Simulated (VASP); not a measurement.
# A VASP study of TePt (PBEsol): structure first, properties next, part 6 of 6

What structure and properties does PBEsol give TePt, and how near are they to the measured ones? The start is a cell from a database of measured crystal structures.

VASP 6.6.1; PBEsol; plane waves and PAW (Te, Pt).

Still holding for the runs below: The k-mesh is coarse for a metal.

So far. Step 10 (Volume scan with PBEsol, volume scale 0.98): The run ends at a pressure of 2.87 GPa, with forces up to 0.26 eV/Å.

The database entry behind the starting cell differs from later determinations by our own check (c about 0.8 % long), so it need not match the best structure at ambient conditions.

## Step 11: Volume scan with PBEsol, volume scale 1

INCAR reads:

```
SYSTEM = TePt
PREC = Accurate
ENCUT = 400
EDIFF = 1E-06
NELM = 100
ISMEAR = 0
SIGMA = 0.05
LREAL = .FALSE.
ALGO = Normal
GGA = PS
NBANDS = 22
LASPH = .TRUE.
LORBIT = 11
LWAVE = .FALSE.
LCHARG = .FALSE.
KPAR = 4
ISIF = 2
```

POSCAR reads:

```
TePt
1.0
    1.9772619222      1.1415727030      6.6267833343
   -1.9772619222      1.1415727030      6.6267833343
    0.0000000000     -2.2831454061      6.6267833343
Te Pt
2 2
Direct
    0.5987281417      0.5987281417      0.5987281417
    0.4012718583      0.4012718583      0.4012718583
    0.8700474103      0.8700474103      0.8700474103
    0.1299525897      0.1299525897      0.1299525897
```

KPOINTS reads:

```
Automatic mesh
0
Gamma
7 7 7
0 0 0
```

The projector-augmented-wave data sets are Te and Pt (PBE family, release 64).

On the command line:

```bash
> mpirun -np 4 vasp_std
```

What it wrote:

```text
[... set-up lines as in an earlier step ...]
 entering main loop
       N       E                     dE             d eps       ncg     rms          rms(c)
DAV:   1     0.142261938567E+03    0.14226E+03   -0.12144E+04  1936   0.104E+03
DAV:   2    -0.165109890494E+02   -0.15877E+03   -0.14806E+03  2336   0.216E+02
DAV:   3    -0.230257217461E+02   -0.65147E+01   -0.63769E+01  2320   0.436E+01
DAV:   4    -0.231241592057E+02   -0.98437E-01   -0.98380E-01  2336   0.598E+00
[...]
DAV:  12    -0.223629521973E+02    0.16155E-06   -0.17509E-05  2308   0.294E-02    0.369E-02
DAV:  13    -0.223629511445E+02    0.10529E-05   -0.22170E-06  1590   0.117E-02    0.130E-02
DAV:  14    -0.223629507094E+02    0.43508E-06   -0.12130E-06  1190   0.713E-03
   1 F= -.22362951E+02 E0= -.22361654E+02  d E =-.259347E-02
```

It took 33 s on 4 MPI ranks of AMD EPYC 9R45, shared host; peak memory 1.3 GiB; 1.9 min of CPU time.

From OUTCAR (step 11):

```text
  Total        0.0133125      0.0133125      0.0021373      0.0000000     -0.0000000      0.0000000
  in kB        0.2376553      0.2376553      0.0381557      0.0000000     -0.0000000      0.0000000
  external PRESSURE =       0.1711554 kB  Pullay stress =       0.0000000 kB

 POSITION                                       TOTAL-FORCE (eV/Angst)
 -----------------------------------------------------------------------------------
      0.00000     -0.00000     11.90293         0.000000     -0.000000      0.008695
      0.00000     -0.00000      7.97742         0.000000      0.000000     -0.008695
      0.00000     -0.00000     17.29685         0.000000      0.000000     -0.006528
      0.00000     -0.00000      2.58350         0.000000     -0.000000      0.006528
 -----------------------------------------------------------------------------------
    total drift:                                0.000000     -0.000000      0.000000

  FREE ENERGIE OF THE ION-ELECTRON SYSTEM (eV)
  ---------------------------------------------------
  free  energy   TOTEN  =       -22.3629507094 eV

  energy  without entropy=      -22.3603572422  energy(sigma->0) =      -22.36165398

[... 2 parts as in an earlier step ...]

[... 1 further part left out ...]
[key lines of the parts left out:]
E-fermi :   8.3682
```

The pressure falls from 2.87 to 0.02 GPa.

The run ends at a pressure of 0.02 GPa, with forces up to 0.0087 eV/Å.

## Step 12: Volume scan with PBEsol, volume scale 1.02

INCAR is that of step 11.

POSCAR reads:

```
TePt
1.0
    1.9903567536      1.1491330075      6.6706705956
   -1.9903567536      1.1491330075      6.6706705956
    0.0000000000     -2.2982660150      6.6706705956
Te Pt
2 2
Direct
    0.5987281417      0.5987281417      0.5987281417
    0.4012718583      0.4012718583      0.4012718583
    0.8700474103      0.8700474103      0.8700474103
    0.1299525897      0.1299525897      0.1299525897
```

KPOINTS is that of step 11.

On the command line:

```bash
> mpirun -np 4 vasp_std
```

What it wrote:

```text
[... set-up lines as in an earlier step ...]
 entering main loop
       N       E                     dE             d eps       ncg     rms          rms(c)
DAV:   1     0.141339646866E+03    0.14134E+03   -0.12126E+04  1936   0.104E+03
DAV:   2    -0.167221111217E+02   -0.15806E+03   -0.14767E+03  2378   0.214E+02
DAV:   3    -0.230195173172E+02   -0.62974E+01   -0.61781E+01  2356   0.431E+01
DAV:   4    -0.231113826657E+02   -0.91865E-01   -0.91821E-01  2390   0.582E+00
[...]
DAV:  11    -0.223492516723E+02    0.40484E-04   -0.19575E-04  2272   0.835E-02    0.436E-02
DAV:  12    -0.223492530575E+02   -0.13852E-05   -0.16478E-05  2296   0.271E-02    0.341E-02
DAV:  13    -0.223492524289E+02    0.62860E-06   -0.15835E-06  1472   0.996E-03
   1 F= -.22349252E+02 E0= -.22347869E+02  d E =-.276612E-02
```

The job ended after 32 s (4 MPI ranks; peak memory 1.3 GiB; 1.8 min of CPU time).

OUTCAR, selected parts (step 12):

```text
  Total       -1.5427420     -1.5427420     -1.1572242      0.0000000      0.0000000      0.0000000
  in kB      -27.0011291    -27.0011291    -20.2537818      0.0000000      0.0000000      0.0000000
  external PRESSURE =     -24.7520133 kB  Pullay stress =       0.0000000 kB

 POSITION                                       TOTAL-FORCE (eV/Angst)
 -----------------------------------------------------------------------------------
      0.00000      0.00000     11.98175         0.000000      0.000000     -0.216192
      0.00000      0.00000      8.03026         0.000000     -0.000000      0.216192
      0.00000      0.00000     17.41140         0.000000      0.000000     -0.007710
      0.00000      0.00000      2.60061         0.000000      0.000000      0.007710
 -----------------------------------------------------------------------------------
    total drift:                                0.000000     -0.000000      0.000000

  FREE ENERGIE OF THE ION-ELECTRON SYSTEM (eV)
  ---------------------------------------------------
  free  energy   TOTEN  =       -22.3492524289 eV

  energy  without entropy=      -22.3464863051  energy(sigma->0) =      -22.34786937

[... 1 part as in an earlier step ...]

[... 2 further parts left out ...]
[key lines of the parts left out:]
E-fermi :   8.0702
```

The pressure falls from 0.02 to -2.48 GPa.

The run ends at a pressure of -2.48 GPa, with forces up to 0.22 eV/Å.

## Step 13: Volume scan with PBEsol, volume scale 1.04

INCAR is that of step 12.

POSCAR reads:

```
TePt
1.0
    2.0032815103      1.1565951192      6.7139878522
   -2.0032815103      1.1565951192      6.7139878522
    0.0000000000     -2.3131902385      6.7139878522
Te Pt
2 2
Direct
    0.5987281417      0.5987281417      0.5987281417
    0.4012718583      0.4012718583      0.4012718583
    0.8700474103      0.8700474103      0.8700474103
    0.1299525897      0.1299525897      0.1299525897
```

KPOINTS is that of step 12.

On the command line:

```bash
> mpirun -np 4 vasp_std
```

What it wrote:

```text
[... set-up lines as in an earlier step ...]
 entering main loop
       N       E                     dE             d eps       ncg     rms          rms(c)
DAV:   1     0.141128491783E+03    0.14113E+03   -0.12185E+04  1936   0.104E+03
DAV:   2    -0.165427439024E+02   -0.15767E+03   -0.14646E+03  2362   0.212E+02
DAV:   3    -0.229757499002E+02   -0.64330E+01   -0.63262E+01  2378   0.435E+01
DAV:   4    -0.230716326156E+02   -0.95883E-01   -0.95825E-01  2350   0.588E+00
[...]
DAV:  11    -0.223090488298E+02    0.44954E-04   -0.21727E-04  2276   0.872E-02    0.408E-02
DAV:  12    -0.223090515783E+02   -0.27486E-05   -0.16320E-05  2254   0.255E-02    0.311E-02
DAV:  13    -0.223090513368E+02    0.24150E-06   -0.11871E-06  1496   0.846E-03
   1 F= -.22309051E+02 E0= -.22307613E+02  d E =-.287641E-02
```

It took 32 s on 4 MPI ranks; peak memory 1.3 GiB.

OUTCAR, selected parts (step 13):

```text
  Total       -2.9868761     -2.9868761     -2.2283324      0.0000000      0.0000000      0.0000000
  in kB      -51.2711012    -51.2711012    -38.2503509      0.0000000      0.0000000      0.0000000
  external PRESSURE =     -46.9308511 kB  Pullay stress =       0.0000000 kB

 POSITION                                       TOTAL-FORCE (eV/Angst)
 -----------------------------------------------------------------------------------
      0.00000     -0.00000     12.05956         0.000000      0.000000     -0.419801
      0.00000     -0.00000      8.08240         0.000000     -0.000000      0.419801
      0.00000     -0.00000     17.52446         0.000000      0.000000     -0.008073
      0.00000     -0.00000      2.61750         0.000000     -0.000000      0.008073
 -----------------------------------------------------------------------------------
    total drift:                                0.000000     -0.000000      0.000000

  FREE ENERGIE OF THE ION-ELECTRON SYSTEM (eV)
  ---------------------------------------------------
  free  energy   TOTEN  =       -22.3090513368 eV

  energy  without entropy=      -22.3061749236  energy(sigma->0) =      -22.30761313

[... 1 part as in an earlier step ...]

[... 2 further parts left out ...]
[key lines of the parts left out:]
E-fermi :   7.7841
```

The pressure falls from -2.48 to -4.69 GPa.

The run ends at a pressure of -4.69 GPa, with forces up to 0.42 eV/Å.

## Step 14: Volume scan with PBEsol, volume scale 1.06

A prediction first. A parabola through the 6 pressures of evenly scaled cells so far, P = 0.01 -134.1 t +368 t² GPa with t = ln(V/V₁) and V₁ the volume at scale 1, gives -6.55 GPa at t = +0.0583.

INCAR is that of step 13.

POSCAR reads:

```
TePt
1.0
    2.0160416092      1.1639621657      6.7567532591
   -2.0160416092      1.1639621657      6.7567532591
    0.0000000000     -2.3279243315      6.7567532591
Te Pt
2 2
Direct
    0.5987281417      0.5987281417      0.5987281417
    0.4012718583      0.4012718583      0.4012718583
    0.8700474103      0.8700474103      0.8700474103
    0.1299525897      0.1299525897      0.1299525897
```

KPOINTS is that of step 13.

On the command line:

```bash
> mpirun -np 4 vasp_std
```

What it wrote:

```text
[... set-up lines as in an earlier step ...]
 entering main loop
       N       E                     dE             d eps       ncg     rms          rms(c)
DAV:   1     0.139555453943E+03    0.13956E+03   -0.12061E+04  1936   0.103E+03
DAV:   2    -0.164450840494E+02   -0.15600E+03   -0.14591E+03  2348   0.210E+02
DAV:   3    -0.229098074923E+02   -0.64647E+01   -0.63057E+01  2356   0.429E+01
DAV:   4    -0.230081316077E+02   -0.98324E-01   -0.98274E-01  2404   0.592E+00
[...]
DAV:  11    -0.222454764670E+02    0.49157E-04   -0.23584E-04  2250   0.903E-02    0.390E-02
DAV:  12    -0.222454801281E+02   -0.36611E-05   -0.16600E-05  2262   0.243E-02    0.284E-02
DAV:  13    -0.222454801864E+02   -0.58249E-07   -0.10145E-06  1514   0.751E-03
   1 F= -.22245480E+02 E0= -.22244047E+02  d E =-.286632E-02
```

The job ended after 33 s (4 MPI ranks; peak memory 1.3 GiB; 1.9 min of CPU time).

Parts of OUTCAR (step 14):

```text
  Total       -4.3180368     -4.3180368     -3.2131983      0.0000000      0.0000000     -0.0000000
  in kB      -72.7225771    -72.7225771    -54.1153465      0.0000000      0.0000000     -0.0000000
  external PRESSURE =     -66.5201669 kB  Pullay stress =       0.0000000 kB

 POSITION                                       TOTAL-FORCE (eV/Angst)
 -----------------------------------------------------------------------------------
      0.00000     -0.00000     12.13637         0.000000      0.000000     -0.604432
      0.00000     -0.00000      8.13388         0.000000     -0.000000      0.604432
      0.00000     -0.00000     17.63609         0.000000      0.000000     -0.006202
      0.00000     -0.00000      2.63417         0.000000     -0.000000      0.006202
 -----------------------------------------------------------------------------------
    total drift:                                0.000000     -0.000000      0.000000

  FREE ENERGIE OF THE ION-ELECTRON SYSTEM (eV)
  ---------------------------------------------------
  free  energy   TOTEN  =       -22.2454801864 eV

  energy  without entropy=      -22.2426138669  energy(sigma->0) =      -22.24404703

[... 1 part as in an earlier step ...]

[... 2 further parts left out ...]
[key lines of the parts left out:]
E-fermi :   7.5097
```

The pressure falls from -4.69 to -6.65 GPa. The parabola predicted -6.55 GPa, +0.10 GPa off.

## Step 15: Comparing the runs

Times are for 4 MPI ranks of AMD EPYC 9R45, shared host. Results by setting:

| no. | volume scale | energy above the lowest point (meV/atom) | pressure (GPa) | time | memory (GiB) |
| --- | --- | --- | --- | --- | --- |
| 1 | 0.94 | 38.77 | 9.730 | 33 s | 1.3 |
| 2 | 0.96 | 16.62 | 6.088 | 34 s | 1.3 |
| 3 | 0.98 | 4.06 | 2.866 | 34 s | 1.3 |
| 4 | 1 | 0 | 0.01712 | 33 s | 1.3 |
| 5 | 1.02 | 3.45 | -2.475 | 32 s | 1.3 |
| 6 | 1.04 | 13.51 | -4.693 | 32 s | 1.3 |
| 7 | 1.06 | 29.4 | -6.652 | 33 s | 1.3 |

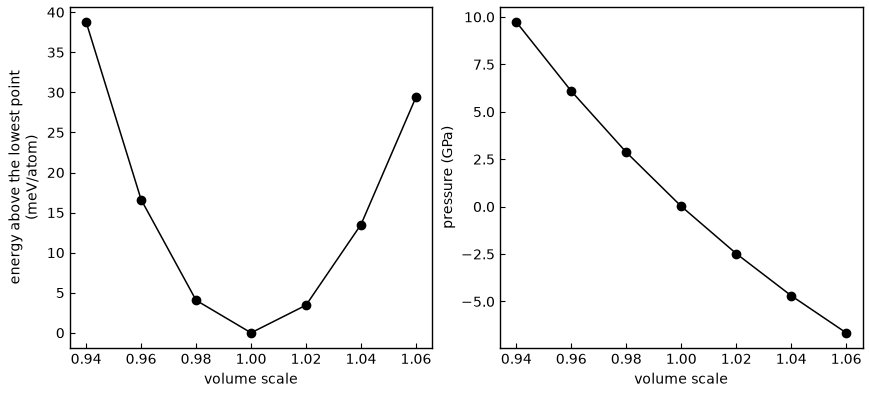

The series as plots.

## Step 16: Fit for PBEsol

This step: Birch-Murnaghan fit, PBEsol; plane waves and PAW (VASP 6.6.1).

Derived from the runs above.

Numbers from this step:

```
pressure derivative of the bulk modulus : 5.231
r.m.s. error of the fit                 : 4.57e-6 eV/atom
minimum inside the sampled range        : yes
bulk modulus                            : 133.4 GPa
equilibrium volume of the fit           : 22.45 Å³/atom
```

The energy above the fitted minimum by volume:

| volume (Å³/atom) | energy above the fitted minimum (eV/atom) |
| --- | --- |
| 21.09 | 0.0388 |
| 21.54 | 0.0166 |
| 21.99 | 0.00405 |
| 22.44 | -3.0e-6 |
| 22.89 | 0.00344 |
| 23.33 | 0.0135 |
| 23.78 | 0.0294 |

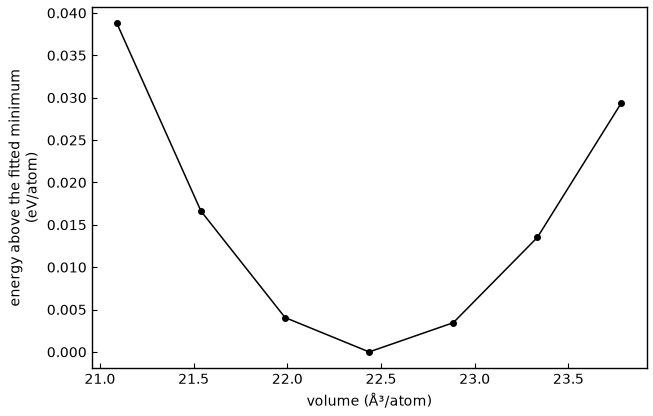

Energy above the fitted minimum, plotted against volume.

The fitted volume lies +0.04 % from the relaxed one. The atoms bear forces along the scan, since they were held; freeing them would lower the modulus.

## Step 17: Results

```yaml
relaxed_volume: 22.44 Å³/atom
relaxed_conventional_cell_a_b_c: 3.955, 3.955, 19.880 Å; angles 90.0, 90.0, 120.0°
space_group_after_relaxing_within_0p02_a: R-3m (No. 166)
band_gap: none, a metal
dos_at_the_fermi_level: 1.96 states/eV/cell
highest_zone_centre_mode: 180 cm⁻¹
bulk_modulus_from_the_fit: 133 GPa
volume_from_the_fit: 22.4 Å³/atom
```

In words: With PBEsol, TePt relaxes to 22.44 Å³/atom in space group R-3m (held by the symmetry of the run), comes out as a metal and has a bulk modulus of 133 GPa at fixed shape and positions, an upper bound. Against the listed cell the volume lies -0.9 % (a -0.2 %, c -0.5 %). Bands along the symmetry lines (PBEsol): Of the bands kept, 4 cross the Fermi level on this path. Vibrations at Γ (PBEsol): The highest mode at Γ, 179.5 cm⁻¹, has its largest share on Pt (64 % of the kinetic energy). Spin-orbit coupling is left out, and with elements this heavy it would split and shift bands near the Fermi level. The k-sampling is coarse for a metal, so the Fermi level, pressures and the shape of the cell carry errors. Modes at Γ alone can't show that the crystal is stable at other wave vectors. The bonds form layers, and without a dispersion term the spacing between them, and what depends on it, is unreliable. No search among competing phases was made, and a listed structure need not be the one stable at ambient conditions. All values are for a static lattice at zero temperature.

Computed beside measured:

```
              quantity  measured           PBEsol
lattice constant a (Å)    3.9612   3.955 (-0.2 %)
lattice constant c (Å)    19.815  19.880 (+0.3 %)
```

Measured values from arxiv:2203.06655 (2022).

Verdict: The lattice constant a is off by -0.2 %: good agreement. The lattice constant c is off by +0.3 %: good agreement. The grades are ours: good and fair within 0.7 and 1.5 % for the lattice constant a and 0.8 and 2 % for the lattice constant c. Zero-point motion and thermal expansion (measured at up to 200 K) are not in the computed lattice constants.

[Lines on the potential files, build, host, timing and source positions are cut from VASP's logs without a mark.]

[Logs are printed without paths, hosts, clocks, repeated set-up lines and the standing remarks that a program may print on its own settings, such as how far it seeks lower states.]

[Hosts, paths, dates, database ids (printed as entryN), source tags and the programs' standing remarks are cut or masked in the printed files.]

[Measured values are set beside computed ones only where the two were judged alike; some that the calculation misses by far are left out.]
